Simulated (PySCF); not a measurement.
```xyz
2

As    0.0000    0.0000   -0.6099
P     0.0000    0.0000    1.4751
```

All numbers below come from PBE0/x2c-SVPall, spin-free X2C-1e, Gaussian nucleus, at a bond length of 2.085 Å in PySCF 2.14.0.

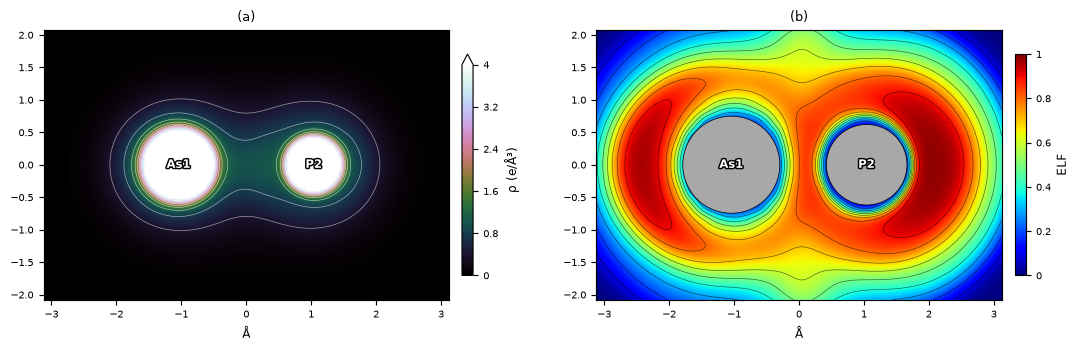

AsP (charge +1, doublet). (a) total electron density; (b) ELF on a plane that holds the molecular axis. Grey discs cover the atomic cores in the ELF map.

Describe what can be read from this map.

Atoms in the plane: As and P. As–P (2.08 Å): ρ at the midpoint is about 0.98 e/Å³; the ELF peaks at about 0.85 between the atoms (localised, covalent bonding). The ELF also peaks beside P2 and As1, away from the bonds: non-bonding electrons, paired or unpaired.
